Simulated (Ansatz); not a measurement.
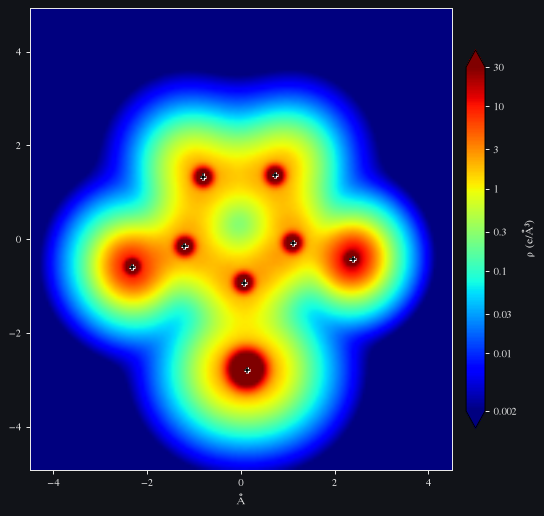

The electron density on a plane through atoms (crosses mark nuclei in the plane).

The calculation used Ansatz, isolated molecule in a Gaussian basis; Kohn-Sham density functional theory, functional PBE0.

Candidates:
A. C4H9GeNS
B. C5H4BrFO (SMILES O=C1CCC(F)=C1Br)
C. C4H9ClO2S (SMILES CC(C)(C)S(=O)(=O)Cl)

Which candidate gave the map?

Answer. Candidate B: C5H4BrFO on the plane of atoms C2, C3 and C4, which holds C, Br, F and O. C–O (1.21 Å): ρ at the midpoint is about 3.4 e/Å³. C–F (1.32 Å): ρ is about 2.4 e/Å³ halfway.
